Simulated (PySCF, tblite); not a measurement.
# C2H8OSi3: dynamics, then NMR shifts on frames

Aim: move C2H8OSi3 (`[SiH3]C#C[SiH2]O[SiH3]`) away from its starting geometry and see how NMR shifts follow the geometry.

Computed with tblite 0.8.0 and PySCF 2.14.0, with density-fitted response routines of our own, on a single molecule in the gas phase. Atoms count from 0, in the outputs and in this text.

## Step 1: Starting geometry

14 atoms, charge 0, multiplicity 1; geometry from: GFN2-xTB.

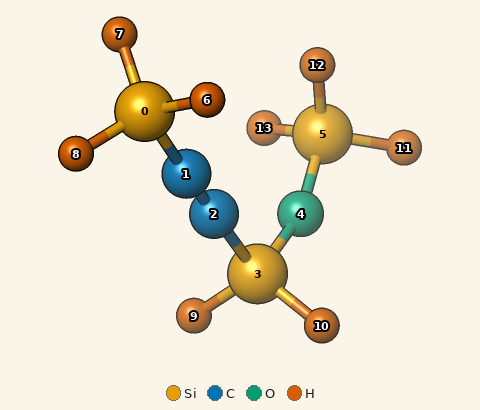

As it starts; silicon amber, carbon blue, oxygen teal, hydrogen orange, atoms numbered.

## Step 2: Thermal motion with GFN2-xTB

Job settings and geometry (Å):

```
{"job": {"kind": "md", "xc": "GFN2-xTB", "basis": "xTB", "temperature": 300, "steps": 2000, "every": 50, "frames": 5}, "charge": 0, "multiplicity": 1}
Si    -3.358333     0.063720     0.862293
C     -1.794018     0.487334    -0.027666
C     -0.763827     0.759557    -0.603785
Si     0.829321     1.147182    -1.467784
O      2.047590     0.416823    -0.682471
Si     2.914108    -0.271256     0.495744
H     -3.864138    -1.201454     0.322471
H     -3.057727    -0.068527     2.290743
H     -4.328162     1.139381     0.636769
H      1.090636     2.586770    -1.419717
H      0.841002     0.568453    -2.811031
H      3.913432    -1.076136    -0.203293
H      2.015110    -1.084413     1.312144
H      3.514328     0.812119     1.273416
```

Method: GFN2-xTB Langevin dynamics, gas phase.

Started as:

```console
$ OMP_NUM_THREADS=1 python probes_run.py task.json out
```

One launch serves the whole session: the jobs run in the order shown.

Log:

```text
t/fs     T/K      E/eV
    0.0   232.4   -480.53143
   25.0   211.9   -480.32710
   50.0   211.7   -480.10247
   75.0   253.9   -480.11414
  100.0   256.5   -479.98592
  125.0   322.7   -479.99975
  150.0   341.2   -480.21004
  175.0   340.8   -480.08859
  200.0   337.5   -480.08031
  225.0   400.2   -480.07148
  250.0   397.1   -480.02165
  275.0   271.7   -480.02576
  300.0   247.5   -480.12711
  325.0   245.3   -480.04271
  350.0   325.3   -480.11100
  375.0   369.8   -480.05763
  400.0   274.0   -480.10841
  425.0   350.9   -480.22434
  450.0   364.2   -480.22982
  475.0   280.3   -480.00857
  500.0   196.1   -479.94764
  525.0   246.2   -480.07790
  550.0   365.0   -480.23563
  575.0   455.4   -480.20180
  600.0   318.6   -480.02881
  625.0   255.3   -479.99291
  650.0   318.1   -480.06258
  675.0   258.7   -479.98585
  700.0   219.1   -479.87975
  725.0   236.1   -479.76770
  750.0   427.6   -480.08540
  775.0   361.3   -479.87610
  800.0   350.1   -479.87152
  825.0   306.7   -479.83635
  850.0   377.4   -480.02984
  875.0   295.7   -479.92227
  900.0   273.1   -479.83790
  925.0   306.1   -479.92016
  950.0   282.1   -480.18310
  975.0   328.5   -480.25769
 1000.0   273.6   -480.15256
```

Run time: 14 s. Hardware: 1 thread of Arm Neoverse V1, shared host; peak memory 0.18 GiB.

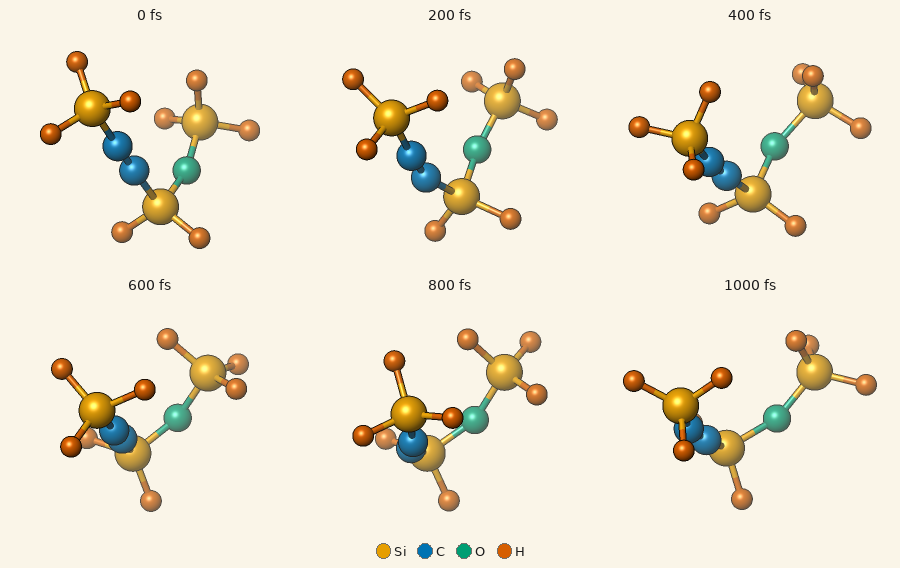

Frames of the run.

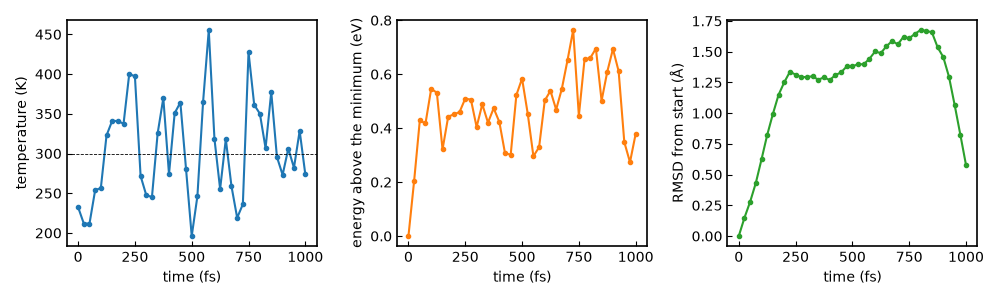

Temperature, potential energy and distance from the start.

Positions (Å) and forces (eV/Å) at 1000 fs:

```xyz
14

Si   -3.374   -0.166    0.254   -0.819    0.329   -0.873
C    -1.689    0.545    0.016   -1.947   -0.671    0.464
C    -0.529    0.669   -0.231    1.433    0.146   -0.080
Si    1.276    0.908   -0.273    1.958   -0.319    0.478
O     2.203   -0.472   -0.096   -0.503   -0.364   -0.033
Si    2.493   -1.976    0.512    0.242    0.715    0.240
H    -4.081    0.106   -1.049    0.166    0.118    0.496
H    -3.415   -1.623    0.286    0.244   -0.150    0.297
H    -4.075    0.458    1.385    0.165   -0.075   -0.074
H     1.749    1.633    0.978   -0.397   -0.126   -0.814
H     1.650    1.337   -1.635    0.005    0.065    0.296
H     2.863   -3.004   -0.484   -0.115    0.481    0.029
H     1.293   -2.357    1.239   -0.227   -0.122   -0.012
H     3.570   -1.784    1.524   -0.204   -0.026   -0.415
```

## Step 3: NMR shieldings: 250 fs, PBE0/pcSseg-1

Job settings and geometry (Å):

```
{"job": {"kind": "nmr", "xc": "PBE0", "basis": "pcSseg-1", "pop": false}, "charge": 0, "multiplicity": 1}
Si    -3.460200    -0.117000     0.391100
C     -1.886300     0.543200    -0.348400
C     -0.775800     0.673100    -0.745300
Si     1.003900     0.699700    -1.275200
O      1.851800    -0.121600    -0.255100
Si     2.620800    -1.222800     0.587100
H     -3.630300    -1.406400    -0.185600
H     -3.464500    -0.139100     1.848900
H     -4.456700     0.911700     0.136600
H      1.276900     2.209800    -1.258600
H      1.340800     0.025400    -2.481900
H      2.252200    -0.989600     1.987200
H      3.969400    -0.868800     0.284700
H      2.369100    -2.484100     0.003900
```

With the program's defaults for keys left out, this is: GIAO PBE0/pcSseg-1 NMR shielding, non-relativistic, gas phase.

Log:

```text
coarse grid: 13096 points
cycle   1  E = -1023.9366920763  dE =  6.124e-01  |g| = 8.276e-01  |ddm| = 3.553e+00
cycle   2  E = -1023.7764592747  dE =  1.602e-01  |g| = 1.231e+00  |ddm| = 1.759e+00
cycle   3  E = -1024.0602640135  dE = -2.838e-01  |g| = 1.145e-01  |ddm| = 1.196e+00
cycle   4  E = -1024.0625617602  dE = -2.298e-03  |g| = 4.654e-02  |ddm| = 1.439e-01
cycle   5  E = -1024.0630587417  dE = -4.970e-04  |g| = 2.023e-02  |ddm| = 6.127e-02
cycle   6  E = -1024.0631517255  dE = -9.298e-05  |g| = 5.882e-03  |ddm| = 1.737e-02
cycle   7  E = -1024.0631609983  dE = -9.273e-06  |g| = 5.883e-04  |ddm| = 6.115e-03
final grid: 112384 points
cycle   8  E = -1024.1086250072  dE = -9.155e-06  |g| = 7.936e-03  |ddm| = 2.057e-02
cycle   9  E = -1024.1086111644  dE =  1.384e-05  |g| = 1.187e-02  |ddm| = 1.452e-02
cycle  10  E = -1024.1086361301  dE = -2.497e-05  |g| = 5.872e-04  |ddm| = 8.642e-03
cycle  11  E = -1024.1086361985  dE = -6.840e-08  |g| = 2.181e-04  |ddm| = 8.394e-04
cycle  12  E = -1024.1086362083  dE = -9.805e-09  |g| = 1.102e-04  |ddm| = 2.469e-04
cycle  13  E = -1024.1086362113  dE = -2.984e-09  |g| = 2.333e-05  |ddm| = 9.764e-05
cycle  14  E = -1024.1086362115  dE = -1.337e-10  |g| = 2.644e-06  |ddm| = 2.622e-05
converged SCF energy = -1024.1086362115

GIAO shielding tensors (ppm)
atom      isotropic    diamagn.    paramagn.     s11        s22        s33       span
  0 Si     449.448     881.840    -432.392    422.260    433.997    492.087     69.827
  1 C       78.625     271.137    -192.512    -18.769     -3.042    257.685    276.454
  2 C       65.047     266.250    -201.203    -43.205    -28.120    266.466    309.671
  3 Si     413.451     881.385    -467.934    365.015    397.483    477.854    112.840
  4 O      325.778     396.153     -70.375    236.154    360.714    380.466    144.312
  5 Si     394.805     880.917    -486.112    357.922    367.297    459.196    101.274
  6 H       27.876      30.144      -2.268     24.126     26.497     33.006      8.880
  7 H       27.506      30.240      -2.734     24.347     26.007     32.166      7.819
  8 H       27.688      28.310      -0.622     24.155     25.992     32.916      8.761
  9 H       25.900      27.817      -1.917     22.471     24.810     30.418      7.947
 10 H       26.876      29.836      -2.960     22.924     25.404     32.300      9.375
 11 H       26.455      30.168      -3.713     22.933     25.174     31.257      8.324
 12 H       26.947      28.813      -1.866     23.079     25.428     32.335      9.256
 13 H       27.072      30.783      -3.711     23.724     25.709     31.783      8.059
```

Run time: 17 s. Hardware: 1 thread of Arm Neoverse V1, shared host; peak memory 0.77 GiB.

The references, computed at this level on geometries of the same kind, shield at (ppm): 1H TMS 31.72, 13C TMS 186.9, 29Si TMS 349.2, 17O H2O 336.1. Their shielding less the atom's gives the shift. The references are single molecules in the gas phase, so shifts against H2O, NH3, PH3, H3PO4 or CFCl3 are not on the usual liquid scales and can be off by tens of ppm. Each atom is listed at this fixed geometry, with no averaging over motion; a spectrum would average atoms that exchange fast.

```
atoms                           environment  σ (ppm)  δ (ppm)
   C2                         alkyne carbon     65.0    121.9
   C1                         alkyne carbon     78.6    108.3
   H9  hydrogen on a silicon bonded to C, O    25.90     5.82
  H11     hydrogen on a silicon bonded to O    26.45     5.26
  H10  hydrogen on a silicon bonded to C, O    26.88     4.84
  H12     hydrogen on a silicon bonded to O    26.95     4.77
  H13     hydrogen on a silicon bonded to O    27.07     4.64
   H7     hydrogen on a silicon bonded to C    27.51     4.21
   H8     hydrogen on a silicon bonded to C    27.69     4.03
   H6     hydrogen on a silicon bonded to C    27.88     3.84
  Si5              silicon bonded to O, 3 H    394.8    -45.6
  Si3           silicon bonded to C, O, 2 H    413.5    -64.3
  Si0              silicon bonded to C, 3 H    449.4   -100.3
   O4                 oxygen bonded to 2 Si    325.8     10.3
```

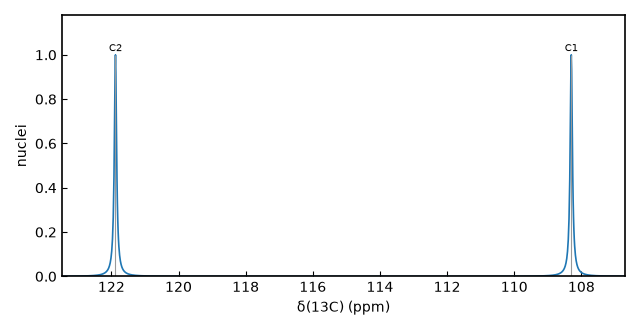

13C lines at the computed shifts, without couplings. Lines are broadened to a width of 0.08 ppm (Lorentzian).

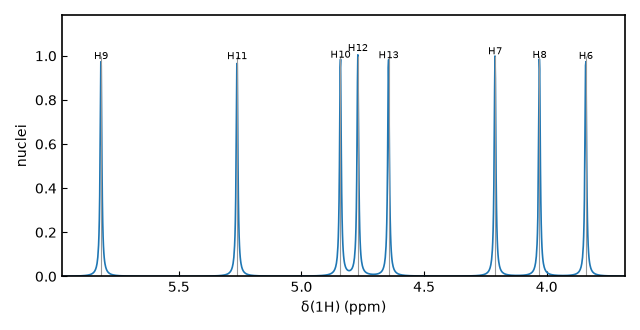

1H lines at the computed shifts, without couplings. Lines are broadened to a width of 0.01 ppm (Lorentzian).

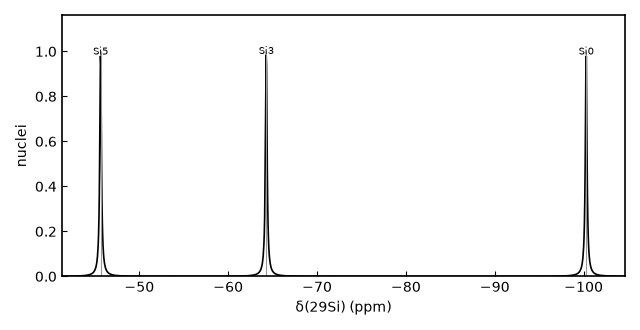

29Si lines at the computed shifts, without couplings. Lines are broadened to a width of 0.22 ppm (Lorentzian).

## Step 4: Nuclear shieldings: 425 fs, PBE0/pcSseg-1

Job settings and geometry (Å):

```
{"job": {"kind": "nmr", "xc": "PBE0", "basis": "pcSseg-1", "pop": false}, "charge": 0, "multiplicity": 1}
Si    -3.465000    -0.208500     0.002400
C     -1.665600     0.255900    -0.231500
C     -0.542500     0.420300    -0.691700
Si     1.269300     0.602900    -1.050800
O      2.071500    -0.354200     0.041100
Si     2.488800    -1.802700     0.560200
H     -3.973900    -0.101700    -1.411400
H     -3.362300    -1.674400     0.346300
H     -4.133900     0.648000     0.995800
H      1.770300     1.990500    -0.861000
H      1.618300     0.053900    -2.384900
H      1.306700    -2.477400     1.164900
H      3.410400    -1.473500     1.710500
H      3.302400    -2.637500    -0.312800
```

Method: GIAO PBE0/pcSseg-1 NMR shielding, non-relativistic, gas phase.

Log:

```text
coarse grid: 13096 points
cycle   1  E = -1023.9624233525  dE =  3.192e-01  |g| = 7.988e-01  |ddm| = 3.477e+00
cycle   2  E = -1023.7676348965  dE =  1.948e-01  |g| = 1.279e+00  |ddm| = 1.803e+00
cycle   3  E = -1024.0788360495  dE = -3.112e-01  |g| = 1.258e-01  |ddm| = 1.243e+00
cycle   4  E = -1024.0818384078  dE = -3.002e-03  |g| = 4.746e-02  |ddm| = 1.740e-01
cycle   5  E = -1024.0823321216  dE = -4.937e-04  |g| = 2.346e-02  |ddm| = 6.115e-02
cycle   6  E = -1024.0824590308  dE = -1.269e-04  |g| = 6.954e-03  |ddm| = 2.013e-02
cycle   7  E = -1024.0824719740  dE = -1.294e-05  |g| = 6.828e-04  |ddm| = 6.360e-03
cycle   8  E = -1024.0824721038  dE = -1.298e-07  |g| = 8.259e-05  |ddm| = 9.316e-04
final grid: 112384 points
cycle   9  E = -1024.1280581449  dE = -8.115e-06  |g| = 6.939e-03  |ddm| = 1.790e-02
cycle  10  E = -1024.1280453701  dE =  1.277e-05  |g| = 1.087e-02  |ddm| = 1.302e-02
cycle  11  E = -1024.1280668589  dE = -2.149e-05  |g| = 6.475e-04  |ddm| = 8.070e-03
cycle  12  E = -1024.1280669413  dE = -8.239e-08  |g| = 2.654e-04  |ddm| = 8.441e-04
cycle  13  E = -1024.1280669552  dE = -1.386e-08  |g| = 1.374e-04  |ddm| = 2.785e-04
cycle  14  E = -1024.1280669601  dE = -4.882e-09  |g| = 1.889e-05  |ddm| = 1.138e-04
cycle  15  E = -1024.1280669601  dE = -8.140e-11  |g| = 2.728e-06  |ddm| = 2.437e-05
converged SCF energy = -1024.1280669601

GIAO shielding tensors (ppm)
atom      isotropic    diamagn.    paramagn.     s11        s22        s33       span
  0 Si     443.459     880.800    -437.341    433.544    443.521    453.311     19.767
  1 C       67.509     266.451    -198.942    -28.352    -23.774    254.654    283.006
  2 C       67.053     271.769    -204.717    -34.790    -27.165    263.113    297.903
  3 Si     401.236     880.361    -479.125    362.687    391.637    449.384     86.697
  4 O      318.185     399.675     -81.491    245.075    328.535    380.943    135.869
  5 Si     399.702     879.472    -479.771    349.554    366.079    483.472    133.918
  6 H       26.509      27.621      -1.112     23.067     25.462     30.998      7.930
  7 H       26.515      28.725      -2.210     23.036     25.683     30.826      7.790
  8 H       27.275      28.159      -0.884     23.926     25.434     32.465      8.539
  9 H       26.295      28.628      -2.334     22.888     24.673     31.323      8.435
 10 H       26.386      28.849      -2.463     23.182     24.940     31.037      7.856
 11 H       26.140      30.416      -4.276     22.552     25.307     30.560      8.008
 12 H       26.177      28.180      -2.003     22.846     24.506     31.178      8.332
 13 H       26.525      28.362      -1.837     23.490     24.636     31.449      7.959
```

Wall time 16 s (1 thread of Arm Neoverse V1, shared host); peak memory 0.78 GiB.

This run: δ C2 119.9, C1 119.4, Si5 -50.5, Si3 -52.1, H11 5.58, H12 5.54 ppm.

[end of part 1 of 2]
